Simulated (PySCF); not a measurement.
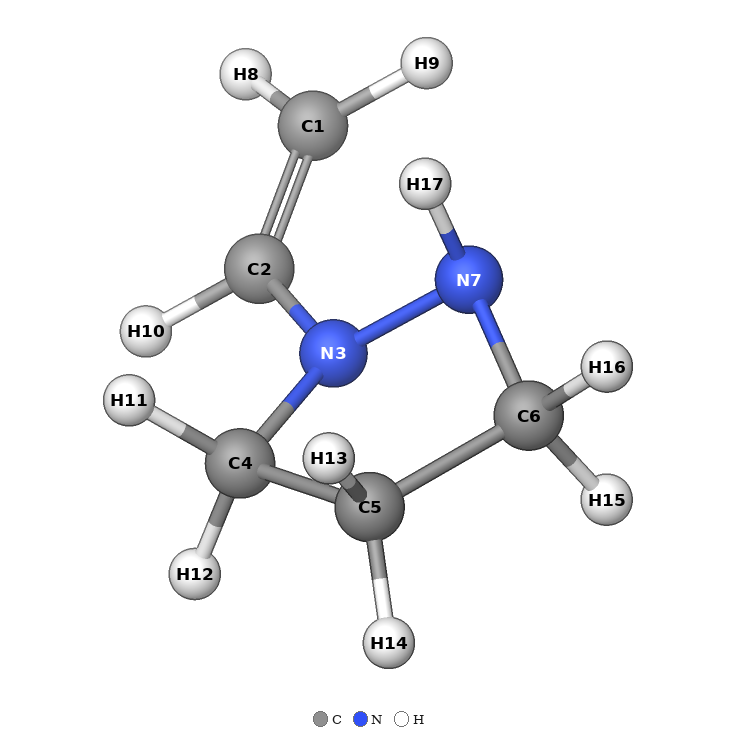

Computed geometry: PBE0-D3(BJ)/def2-SVP optimisation. No frequency run is at hand to confirm it as a minimum. Electric field gradients from the ground-state density, B3LYP/pcJ-1 (PySCF 2.14.0), non-relativistic apart from any core potentials.

Give the largest field-gradient component, the quadrupole coupling constant and the asymmetry for 14N at N3 (Q = 20.44 mb), 14N at N7 (Q = 20.44 mb), 2H at H8 (Q = 2.86 mb), 2H at H9 (Q = 2.86 mb).

```csv
atom,V_zz (a.u.),e²qQ/h (MHz),η
N3,−1.400,−6.72,0.36
N7,−1.350,−6.48,0.42
H8,0.307,0.206,0.11
H9,0.303,0.203,0.09
```
